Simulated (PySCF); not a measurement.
C6H11FO2Si

```xyz
21

C     3.9932    0.4376   -0.2366
C     2.5991    0.4305    0.3650
O     1.7305   -0.2427   -0.5385
C     0.4511   -0.3612   -0.1701
C    -0.2762    0.0331    0.8904
F     0.1679    0.7225    1.9894
Si   -1.8619   -0.7927    0.3107
O    -3.0934    0.0746   -0.2696
C    -4.2150    0.5849    0.3935
C    -0.5438   -1.0834   -1.0427
H     4.3358   -0.5818   -0.3932
H     3.9812    0.9494   -1.1952
H     4.6809    0.9469    0.4325
H     2.2402    1.4550    0.5238
H     2.5965   -0.0885    1.3315
H    -2.3142   -1.9326    1.1041
H    -4.7240   -0.2001    0.9563
H    -4.8930    0.9896   -0.3582
H    -3.9233    1.3784    1.0842
H    -0.6900   -0.5914   -2.0001
H    -0.2505   -2.1110   -1.2368
```

Geometry: GFN2-xTB.

All numbers below come from PBE0/pcSseg-1, SCF density, gas phase, non-relativistic in PySCF.

Question: Predict the electron density and electron localisation function between the atoms.

Answer: C–O (1.34 Å): the density is about 2.4 e/Å³ at the midpoint; the ELF peaks at about 0.90 between the atoms: a polar covalent bond.
C–C (1.35 Å): the density is about 2.2 e/Å³ at the midpoint; the ELF peaks at about 0.90 between the atoms (a short, multiple covalent bond).
C–F (1.37 Å): the density is about 2.1 e/Å³ at the midpoint, with its minimum of 1.6 e/Å³ about 0.5 Å from C; the ELF peaks at about 0.85 between the atoms; a polar covalent bond.
C–Si (1.88 Å): ρ is about 0.89 e/Å³ halfway; the ELF peaks at about 0.95 between the atoms: localised, covalent bonding.

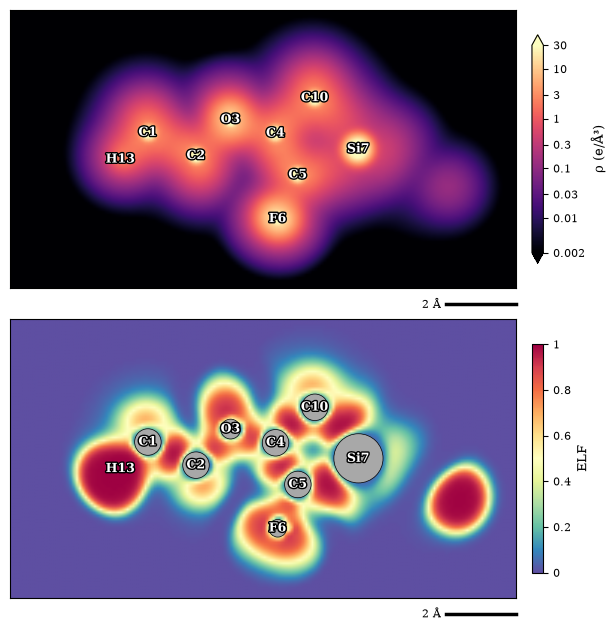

Computed electron density and electron localisation function on the plane of atoms C5, C4 and C10, in this order. Grey discs cover the atomic cores in the ELF map. 
